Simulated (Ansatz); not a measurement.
# BH₂− (singlet): correlated methods under varied settings at distance B1–H2 = 1.247 Å

Aim: run BH₂− (singlet) at one geometry under a spread of methods and options, and see what each costs and gives.

Program: Ansatz 0.2.0, Gaussian basis. Level of theory: the settings change from run to run. These are calculated values, not measurements.

16 further runs of the same task are left out: 2 for a known fault of the program, 13 that didn't finish, 1 set aside as unsound or not needed.

**1. The system**

The geometry derives from a PBE0/def2-TZVPD stationary point (not a proven minimum). One bond is set to the value named and the two fragments are kept rigid.

3 atoms, charge -1, spin multiplicity 1.

Atoms are counted from 1 here; the program's logs count them from 0.

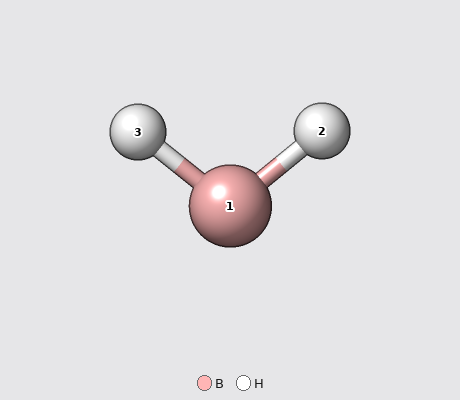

The geometry (boron pink, hydrogen white); atoms are numbered from 1 in the order of the file.

**2. MP2 on RHF/def2-TZVP**

in.yaml

```yaml
crystal:
  periodic: [false, false, false]
  atoms:
    - {symbol: B, position_ang: [0.000000, -0.123368, 0.000000]}
    - {symbol: H, position_ang: [0.000000, 0.661614, -0.969076]}
    - {symbol: H, position_ang: [0.000000, 0.661614, 0.969076]}
basis:
  gaussian: {orbitals: def2-TZVP}
total_charge: -1
magnetization: {spin_polarized: false}
correlation: {method: mp2, electrons: all}
scf: {lower_state_search: off}
output: {forces: true}
```

Launch:

```sh
> ansatz run in.yaml --threads 1 --pin off --events-out ev --progress --plain --max-ram 2393MiB
```

Log:

```text
Functional definition: HF
  name "HF"
  cite "Fock, Z. Phys. 61, 126 (1930) doi:10.1007/BF01340294"
  parent pbe
  exchange = exact_x
  correlation = 0
these checks for a lower state are left out or cut short: starts, cluster_reference, orbital_swaps, neighbouring_geometries, increment
294 factors; integrals over basis functions are off by at most 8.4e-4 eV
mean field evaluation 1: about -698.8687 eV, gradient 1.2e1 eV
mean field evaluation 2: about -698.8675 eV, gradient 1.2e1 eV
mean field evaluation 4: about -699.7196 eV, gradient 1.3e0 eV
mean field evaluation 8: about -699.7434 eV, gradient 4.2e-4 eV
mean field -699.74339686 eV, -25.7150955314 hartree, gradient 1.9e-6 eV, S^2 0.000000; 0 other end points of the search recorded, 0 dependent functions left out; unrestricted orbitals would lower it
reference -699.74339686 eV, -25.7150955314 hartree; 4, 4 occupied and 39, 39 virtual orbitals, 294 factors
second order -3.48896088 eV of doubles, -0.00000000 eV of singles
the calculation of the forces begins
mean field evaluation 16: about -699.7434 eV, gradient 1.9e-6 eV
Total energy: -703.23235773 eV, -25.8433124786 hartree
Atom 0 at     0.000000    -0.123368     0.000000 Å, force     0.000000     0.052700     0.000000 eV/Å
Atom 1 at     0.000000     0.661614    -0.969076 Å, force    -0.000000    -0.026350     0.081659 eV/Å
Atom 2 at     0.000000     0.661614     0.969076 Å, force     0.000000    -0.026350    -0.081659 eV/Å
Dipole moment:     0.000000     0.658084     0.000000 e Å
Checks for a lower state left out: starts, cluster_reference, orbital_swaps, neighbouring_geometries, increment
```

Wall time 0.18 s (1 thread of Arm Neoverse V1, shared host).

**3. NEVPT4(SD)(6,5)/6-31G***

in.yaml

```yaml
crystal:
  periodic: [false, false, false]
  atoms:
    - {symbol: B, position_ang: [0.000000, -0.123368, 0.000000]}
    - {symbol: H, position_ang: [0.000000, 0.661614, -0.969076]}
    - {symbol: H, position_ang: [0.000000, 0.661614, 0.969076]}
basis:
  gaussian: {orbitals: "6-31G*"}
total_charge: -1
correlation: {method: fic_nevpt4_sd, electrons: outside_noble_gas, active_space: {window: {electrons: 6, orbitals: 5}, states: [{multiplicity: 1, weights: [1, 1]}], root: 0}}
accuracy: high
```

Same command.

Log:

```text
Functional definition: HF
  name "HF"
  cite "Fock, Z. Phys. 61, 126 (1930) doi:10.1007/BF01340294"
  parent pbe
  exchange = exact_x
  correlation = 0
347 factors; integrals over basis functions are off by at most 2.6e-9 eV
mean field evaluation 1: about -697.9213 eV, gradient 1.1e1 eV
mean field evaluation 2: about -697.9199 eV, gradient 1.1e1 eV
mean field evaluation 4: about -698.5152 eV, gradient 8.3e-1 eV
mean field evaluation 8: about -698.5225 eV, gradient 8.3e-4 eV
mean field -698.52247610 eV, -25.6702275211 hartree, gradient 6.0e-9 eV, S^2 0.000000; 0 other end points of the search recorded, 0 dependent functions left out; unrestricted orbitals would lower it
reference -698.52247610 eV, -25.6702275211 hartree; 4, 4 occupied and 15, 15 virtual orbitals, 347 factors
state -699.13226609 eV, -25.6926368898 hartree
state -697.52443153 eV, -25.6335500598 hartree
state -699.13226609 eV, -25.6926368898 hartree; corrected -701.16801502 eV, -25.7674492833 hartree
state -697.52443153 eV, -25.6335500598 hartree; corrected -699.56702251 eV, -25.7086138938 hartree
Total energy: -701.16801502 eV, -25.7674492833 hartree
```

It took 0.45 s on 1 thread of Arm Neoverse V1, shared host.

From the report: 52 determinants; active occupations (of the averaged states) 2.00, 1.98, 1.47, 0.54, 0.02.

**4. CCSD(T) on RHF/6-31++G****

in.yaml

```yaml
crystal:
  periodic: [false, false, false]
  atoms:
    - {symbol: B, position_ang: [0.000000, -0.123368, 0.000000]}
    - {symbol: H, position_ang: [0.000000, 0.661614, -0.969076]}
    - {symbol: H, position_ang: [0.000000, 0.661614, 0.969076]}
basis:
  gaussian: {orbitals: "6-31++G**"}
total_charge: -1
magnetization: {spin_polarized: false}
correlation: {method: ccsd_t, electrons: outside_noble_gas}
scf: {lower_state_search: off}
output: {forces: true}
```

The command is unchanged.

Log, cut to the lines that bear on the results:

```text
Functional definition: HF
  name "HF"
  cite "Fock, Z. Phys. 61, 126 (1930) doi:10.1007/BF01340294"
  parent pbe
[...]
279 factors; integrals over basis functions are off by at most 1.0e-3 eV
[...]
mean field -699.67466262 eV, -25.7125695949 hartree, gradient 3.1e-6 eV, S^2 0.000000; 0 other end points of the search recorded, 0 dependent functions left out; unrestricted orbitals would lower it
1 core orbitals not correlated: weight in the atoms' cores, before any rotation towards them, 1.000 or more for the frozen orbitals, at most 0.000 for the correlated occupied ones
reference -699.67466262 eV, -25.7125695949 hartree; 3, 3 occupied and 27, 27 virtual orbitals, 279 factors
second order -2.58173882 eV of doubles, -0.00000000 eV of singles
cycle   1  -2.99252723 eV  change   -4.1e-1 eV  update   6.0e-2
[...]
cycle  13  -3.19722328 eV  change    1.0e-6 eV  update   7.7e-7
perturbative correction -0.08973927 eV, -0.0032978575 hartree
[...]
Total energy: -702.96162518 eV, -25.8333632408 hartree
Atom 0 at     0.000000    -0.123368     0.000000 Å, force    -0.000000     0.369000     0.000000 eV/Å
Atom 1 at     0.000000     0.661614    -0.969076 Å, force    -0.000000    -0.184500     0.000291 eV/Å
Atom 2 at     0.000000     0.661614     0.969076 Å, force    -0.000000    -0.184500    -0.000291 eV/Å
Dipole moment:    -0.000000     0.849775     0.000000 e Å
Checks for a lower state left out: starts, cluster_reference, orbital_swaps, neighbouring_geometries, increment
```

Wall time 0.33 s (1 thread of Arm Neoverse V1, shared host).

From the report: correlation -3.2870 eV; T1 0.013; largest double amplitude 0.12.

**5. CISD/6-31G***

in.yaml

```yaml
crystal:
  periodic: [false, false, false]
  atoms:
    - {symbol: B, position_ang: [0.000000, -0.123368, 0.000000]}
    - {symbol: H, position_ang: [0.000000, 0.661614, -0.969076]}
    - {symbol: H, position_ang: [0.000000, 0.661614, 0.969076]}
basis:
  gaussian: {orbitals: "6-31G*"}
total_charge: -1
correlation: {active_space: {ras: {orbitals: [3, 0, 15], electrons: 6, max_holes: 2, max_particles: 2}, fixed_orbitals: true}}
```

The command is unchanged.

Log:

```text
Functional definition: HF
  name "HF"
  cite "Fock, Z. Phys. 61, 126 (1930) doi:10.1007/BF01340294"
  parent pbe
  exchange = exact_x
  correlation = 0
203 factors; integrals over basis functions are off by at most 6.7e-4 eV
mean field evaluation 1: about -697.9213 eV, gradient 1.1e1 eV
mean field evaluation 2: about -697.9199 eV, gradient 1.1e1 eV
mean field evaluation 4: about -698.5152 eV, gradient 8.3e-1 eV
mean field evaluation 8: about -698.5225 eV, gradient 8.3e-4 eV
mean field -698.52248014 eV, -25.6702276695 hartree, gradient 2.1e-6 eV, S^2 0.000000; 0 other end points of the search recorded, 0 dependent functions left out
reference -698.52248014 eV, -25.6702276695 hartree; 4, 4 occupied and 15, 15 virtual orbitals, 203 factors
state -701.09034800 eV, -25.7645950727 hartree
Total energy: -701.09034800 eV, -25.7645950727 hartree
```

Run time: 0.18 s. Hardware: 1 thread of Arm Neoverse V1, shared host.

From the report: 844 determinants.

**6. CCSDT(Q) on UHF/STO-3G**

in.yaml

```yaml
crystal:
  periodic: [false, false, false]
  atoms:
    - {symbol: B, position_ang: [0.000000, -0.123368, 0.000000]}
    - {symbol: H, position_ang: [0.000000, 0.661614, -0.969076]}
    - {symbol: H, position_ang: [0.000000, 0.661614, 0.969076]}
basis:
  gaussian: {orbitals: STO-3G}
total_charge: -1
magnetization: {spin_polarized: true, initial_magnetization: 0}
correlation: {method: ccsdt_q, electrons: outside_noble_gas}
accuracy: high
scf: {lower_state_search: light}
```

Launched as before.

Log, cut to the lines that bear on the results:

```text
Functional definition: HF
  name "HF"
  cite "Fock, Z. Phys. 61, 126 (1930) doi:10.1007/BF01340294"
  parent pbe
[...]
92 factors; integrals over basis functions are off by at most 5.1e-9 eV
[...]
mean field -685.03147240 eV, -25.1744422797 hartree, gradient 5.0e-8 eV, S^2 0.702633; 5 other end points of the search recorded, 0 dependent functions left out
determinant -685.03147240 eV, -25.1744422797 hartree, with singles and doubles -686.02592081 eV, -25.2109875847 hartree
determinant -683.76820579 eV, -25.1280180880 hartree, with singles and doubles -686.00108548 eV, -25.2100749032 hartree
determinant -685.03147240 eV, -25.1744422797 hartree, with singles and doubles -685.85885537 eV, -25.2048480431 hartree
determinant -683.76820579 eV, -25.1280180880 hartree, with singles and doubles -686.20043522 eV, -25.2174008710 hartree
[...]
1 core orbitals not correlated: weight in the atoms' cores, before any rotation towards them, 1.000 or more for the frozen orbitals, at most 0.000 for the correlated occupied ones
reference -683.76820579 eV, -25.1280180880 hartree; 3, 3 occupied and 3, 3 virtual orbitals, 92 factors
second order -0.72125235 eV of doubles, -0.00000000 eV of singles
cycle   1  -1.02904922 eV  change   -3.1e-1 eV  update   6.6e-2
[...]
cycle  28  -2.58595517 eV  change   1.6e-11 eV  update  1.6e-11
perturbative correction 0.00186430 eV, 0.0000685118 hartree
WARN: in the space of 6 natural orbitals, full CI finds another state of this spin 2.547 eV below this run's state, or below the method's energy where it doesn't find this run's state
WARN: the results are in doubt because among natural orbitals full CI differs from the method by +3.036 eV
Total energy: -686.35229666 eV, -25.2229816759 hartree
In doubt: among natural orbitals full CI differs from the method by +3.036 eV
```

It took 1.9 s on 1 thread of Arm Neoverse V1, shared host.

From the report: ⟨S²⟩ of the determinant 1.008 (pure singlet: 0.00); correlation -2.5841 eV; T1 0.024; largest double amplitude 0.98. The determinant is far from a pure spin state, so its energy mixes those of several spin states (harmless only where they are near-degenerate, as at dissociation). The program marks this result as in doubt; its last lines say why.

**7. MRCISD+Q(relaxed)(4,4)/6-31++G****

in.yaml

```yaml
crystal:
  periodic: [false, false, false]
  atoms:
    - {symbol: B, position_ang: [0.000000, -0.123368, 0.000000]}
    - {symbol: H, position_ang: [0.000000, 0.661614, -0.969076]}
    - {symbol: H, position_ang: [0.000000, 0.661614, 0.969076]}
basis:
  gaussian: {orbitals: "6-31++G**"}
total_charge: -1
correlation: {method: fic_mrcisd_q_relaxed, electrons: outside_noble_gas, active_space: {window: {electrons: 4, orbitals: 4}}}
accuracy: high
```

Launched as before.

Log, cut to the lines that bear on the results:

```text
Functional definition: HF
  name "HF"
  cite "Fock, Z. Phys. 61, 126 (1930) doi:10.1007/BF01340294"
  parent pbe
[...]
582 factors; integrals over basis functions are off by at most 2.7e-9 eV
[...]
mean field -699.67466987 eV, -25.7125698611 hartree, gradient 8.5e-9 eV, S^2 0.000000; 3 other end points of the search recorded, 0 dependent functions left out; unrestricted orbitals would lower it
reference -699.67466987 eV, -25.7125698611 hartree; 4, 4 occupied and 27, 27 virtual orbitals, 582 factors
state -700.61713319 eV, -25.7472047494 hartree
contracted CI cycle   1: correlation 0.00000000 eV, 0.0000000000 hartree, residual 1.22e1 eV
contracted CI cycle   2: correlation -2.07654678 eV, -0.0763116865 hartree, residual 2.62e0 eV
contracted CI cycle   3: correlation -2.19401527 eV, -0.0806285741 hartree, residual 1.19e0 eV
[...]
contracted CI cycle  13: correlation -2.24044688 eV, -0.0823349040 hartree, residual 2.49e-3 eV
contracted CI cycle  14: correlation -2.24044699 eV, -0.0823349083 hartree, residual 1.11e-3 eV
contracted CI cycle  15: correlation -2.24044701 eV, -0.0823349090 hartree, residual 4.84e-4 eV
contracted CI cycle  16: correlation -2.24044701 eV, -0.0823349092 hartree, residual 1.97e-4 eV
contracted CI cycle  17: correlation -2.24044702 eV, -0.0823349092 hartree, residual 7.59e-5 eV
contracted CI cycle  18: correlation -2.24044702 eV, -0.0823349092 hartree, residual 3.10e-5 eV
contracted CI cycle  19: correlation -2.24044702 eV, -0.0823349092 hartree, residual 1.44e-5 eV
contracted CI cycle  20: correlation -2.24044702 eV, -0.0823349092 hartree, residual 7.82e-6 eV
contracted CI cycle  21: correlation -2.24044702 eV, -0.0823349092 hartree, residual 4.46e-6 eV
state -700.61713319 eV, -25.7472047494 hartree; corrected -702.98341590 eV, -25.8341640352 hartree
Total energy: -702.98341590 eV, -25.8341640352 hartree
```

Wall time 1.3 s (1 thread of Arm Neoverse V1, shared host).

From the report: 36 determinants; active occupations 1.98, 1.92, 0.08, 0.02.

**8. CCSD(T) on RHF/def2-mTZVP**

in.yaml

```yaml
crystal:
  periodic: [false, false, false]
  atoms:
    - {symbol: B, position_ang: [0.000000, -0.123368, 0.000000]}
    - {symbol: H, position_ang: [0.000000, 0.661614, -0.969076]}
    - {symbol: H, position_ang: [0.000000, 0.661614, 0.969076]}
basis:
  gaussian: {orbitals: def2-mTZVP}
total_charge: -1
magnetization: {spin_polarized: false}
hamiltonian: {pseudopotentials: {relativity: scalar}}
correlation: {method: ccsd_t, electrons: all, diis_vectors: 2}
```

The command is unchanged.

Log, cut to the lines that bear on the results:

```text
Functional definition: HF
  name "HF"
  cite "Fock, Z. Phys. 61, 126 (1930) doi:10.1007/BF01340294"
  parent pbe
[...]
247 factors; integrals over basis functions are off by at most 9.3e-4 eV
[...]
mean field -699.76812218 eV, -25.7160041702 hartree, gradient 5.0e-6 eV, S^2 0.000000; 1 other end points of the search recorded, 0 dependent functions left out; unrestricted orbitals would lower it
determinant -699.76812218 eV, -25.7160041702 hartree, with singles and doubles -702.94190277 eV, -25.8326384555 hartree
determinant -696.30002331 eV, -25.5885538875 hartree, with singles and doubles -699.57260590 eV, -25.7088190795 hartree
reference -699.76812218 eV, -25.7160041702 hartree; 4, 4 occupied and 21, 21 virtual orbitals, 247 factors
second order -2.55727315 eV of doubles, -0.00000000 eV of singles
cycle   1  -3.17368160 eV  change    9.9e-5 eV  update   5.2e-4
[...]
cycle   7  -3.17385263 eV  change   -6.1e-6 eV  update   2.1e-6
perturbative correction -0.08368647 eV, -0.0030754211 hartree
Total energy: -703.02566128 eV, -25.8357165243 hartree
Relativity: scalar
```

It took 0.24 s on 1 thread of Arm Neoverse V1, shared host.

From the report: correlation -3.2575 eV; T1 0.010; largest double amplitude 0.11.

**9. CCSDT(Q) on RHF/cc-pVDZ**

in.yaml

```yaml
crystal:
  periodic: [false, false, false]
  atoms:
    - {symbol: B, position_ang: [0.000000, -0.123368, 0.000000]}
    - {symbol: H, position_ang: [0.000000, 0.661614, -0.969076]}
    - {symbol: H, position_ang: [0.000000, 0.661614, 0.969076]}
basis:
  gaussian: {orbitals: cc-pVDZ}
total_charge: -1
magnetization: {spin_polarized: false}
correlation: {method: ccsdt_q, electrons: all}
accuracy: high
```

Same command.

Log, cut to the lines that bear on the results:

```text
Functional definition: HF
  name "HF"
  cite "Fock, Z. Phys. 61, 126 (1930) doi:10.1007/BF01340294"
  parent pbe
[...]
468 factors; integrals over basis functions are off by at most 1.9e-9 eV
[...]
mean field -699.19771090 eV, -25.6950419423 hartree, gradient 4.7e-8 eV, S^2 0.000000; 0 other end points of the search recorded, 0 dependent functions left out; unrestricted orbitals would lower it
reference -699.19771090 eV, -25.6950419423 hartree; 4, 4 occupied and 20, 20 virtual orbitals, 468 factors
second order -2.61896833 eV of doubles, -0.00000000 eV of singles
cycle   1  -3.12311709 eV  change   -5.0e-1 eV  update   6.1e-2
[...]
cycle  23  -3.44685650 eV  change  -2.7e-10 eV  update  2.3e-10
perturbative correction -0.00321078 eV, -0.0001179939 hartree
Total energy: -702.64777817 eV, -25.8218295761 hartree
```

It took 1.3 s on 1 thread of Arm Neoverse V1, shared host.

From the report: correlation -3.4501 eV; T1 0.010; largest double amplitude 0.18.

**10. CASSCF(2,4)/6-31++G****

in.yaml

```yaml
crystal:
  periodic: [false, false, false]
  atoms:
    - {symbol: B, position_ang: [0.000000, -0.123368, 0.000000]}
    - {symbol: H, position_ang: [0.000000, 0.661614, -0.969076]}
    - {symbol: H, position_ang: [0.000000, 0.661614, 0.969076]}
basis:
  gaussian: {orbitals: "6-31++G**"}
total_charge: -1
correlation: {active_space: {window: {electrons: 2, orbitals: 4}, states: [{multiplicity: 1, weights: [1, 1, 1, 0.5]}, {multiplicity: 3, weights: [1]}], root: 1}}
```

The command is unchanged.

Log:

```text
Functional definition: HF
  name "HF"
  cite "Fock, Z. Phys. 61, 126 (1930) doi:10.1007/BF01340294"
  parent pbe
  exchange = exact_x
  correlation = 0
501 factors; integrals over basis functions are off by at most 2.0e-7 eV
mean field evaluation 1: about -698.6856 eV, gradient 1.2e1 eV
mean field evaluation 2: about -698.6842 eV, gradient 1.2e1 eV
mean field evaluation 4: about -699.6330 eV, gradient 1.5e0 eV
mean field evaluation 8: about -699.6747 eV, gradient 2.8e-3 eV
mean field evaluation 16: about -696.4599 eV, gradient 1.7e-1 eV
mean field evaluation 32: about -696.4580 eV, gradient 1.3e-3 eV
mean field -699.67466987 eV, -25.7125698611 hartree, gradient 3.1e-6 eV, S^2 0.000000; 3 other end points of the search recorded, 0 dependent functions left out
reference -699.67466987 eV, -25.7125698611 hartree; 4, 4 occupied and 27, 27 virtual orbitals, 501 factors
state -700.13413775 eV, -25.7294549943 hartree
state -698.68993838 eV, -25.6763816463 hartree
state -698.06916928 eV, -25.6535688027 hartree
state -696.16466588 eV, -25.5835795937 hartree
state -699.91378491 eV, -25.7213571770 hartree
Total energy: -698.68993838 eV, -25.6763816463 hartree
```

Wall time 0.54 s (1 thread of Arm Neoverse V1, shared host).

From the report: 16 determinants; active occupations (of the averaged states) 1.06, 0.67, 0.22, 0.04.

**11. The runs in one table**

Where basis and cores are those of an earlier FCI/6-31++G** run (-702.9856 eV), and the state is the same kind, the miss against it is given. † marks a result that the program doubts.

```
                                               level         correlated  functions  energy (eV)  from FCI (meV)    time
                                MP2 on RHF/def2-TZVP                all         43    -703.2324                  0.18 s
  NEVPT4(SD)(6,5)/6-31G* (lowest root of an average)  outside noble gas         19    -701.1680                  0.45 s
                            CCSD(T) on RHF/6-31++G**  outside noble gas         31    -702.9616            24.0  0.33 s
                                         CISD/6-31G*  outside noble gas         19    -701.0903                  0.18 s
                            CCSDT(Q) on UHF/STO-3G †  outside noble gas          7    -686.3523                   1.9 s
                    MRCISD+Q(relaxed)(4,4)/6-31++G**  outside noble gas         31    -702.9834             2.2   1.3 s
          CCSD(T) on RHF/def2-mTZVP (relativity set)                all         25    -703.0257                  0.24 s
                             CCSDT(Q) on RHF/cc-pVDZ                all         24    -702.6478                   1.3 s
CASSCF(2,4)/6-31++G** (excited root 1 of an average)                            31    -698.6899                  0.54 s
```

**12. Summary of results**

```
quantity                            value
    runs                                9
quickest     MP2 on RHF/def2-TZVP, 0.18 s
 slowest  CCSDT(Q) on UHF/STO-3G †, 1.9 s
```

In words: Total energies in different bases, with other cores or another treatment of relativity can't be set against each other. CCSDT(Q) on UHF/STO-3G † took 10 times as long as MP2 on RHF/def2-TZVP; the jobs differ in more than the method. Among the correlated runs with a miss given, it spans +2 to +24 meV.
